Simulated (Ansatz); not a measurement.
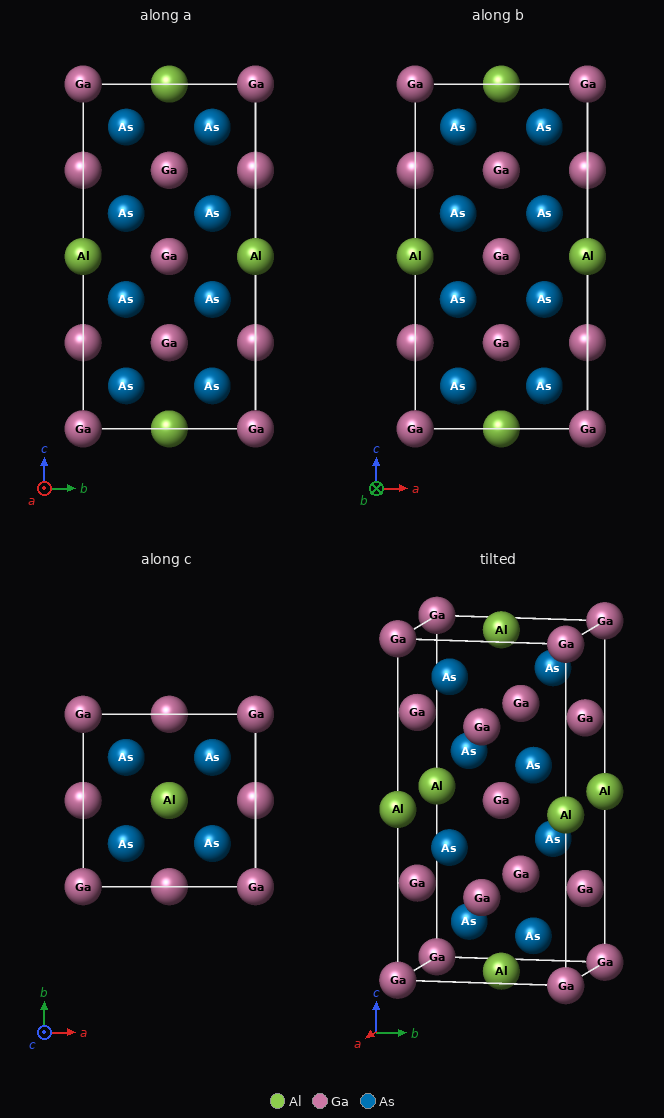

Spheres-only representation of a periodic structure, projected along the a axis, along the b axis, along the c axis and slightly off an axis. The wireframe shows the conventional unit cell.

Lattice parameters: a = 5.6232 Å, b = 5.6232 Å, c = 11.2473 Å, α = 90.000°, β = 90.000°, γ = 90.000°.

Record the structure as a CIF in P1 with every atom of the cell.

```cif
data_structure
_symmetry_space_group_name_H-M 'P 1'
_symmetry_Int_Tables_number 1
_cell_length_a 5.6232
_cell_length_b 5.6232
_cell_length_c 11.2473
_cell_angle_alpha 90.000
_cell_angle_beta 90.000
_cell_angle_gamma 90.000
_cell_volume 355.65
loop_
_atom_site_label
_atom_site_type_symbol
_atom_site_fract_x
_atom_site_fract_y
_atom_site_fract_z
_atom_site_occupancy
Al1 Al 0.5000 0.5000 0.0000 1
Ga1 Ga 0.0000 0.0000 0.0000 1
Ga2 Ga 0.5000 0.0000 0.2500 1
Ga3 Ga 0.0000 0.5000 0.2500 1
As1 As 0.7494 0.7494 0.1246 1
As2 As 0.2506 0.2506 0.1246 1
As3 As 0.2494 0.7506 0.3754 1
As4 As 0.7506 0.2494 0.3754 1
Al2 Al 0.0000 0.0000 0.5000 1
Ga4 Ga 0.5000 0.5000 0.5000 1
Ga5 Ga 0.0000 0.5000 0.7500 1
Ga6 Ga 0.5000 0.0000 0.7500 1
As5 As 0.2494 0.2494 0.6246 1
As6 As 0.7506 0.7506 0.6246 1
As7 As 0.7494 0.2506 0.8754 1
As8 As 0.2506 0.7494 0.8754 1
```

Origin of the cell: a structure type filled with these elements by a generator (whether the compound takes this form wasn't checked). The cell was then strained or its atoms displaced on purpose. It was relaxed at fixed volume with DFT PBE, scalar-relativistic, plane waves, PAW in Ansatz.

At this level of theory the run's own cell isn't at rest (compressed, at 5 GPa), so its distances can differ from those at equilibrium, the more so the softer the solid.
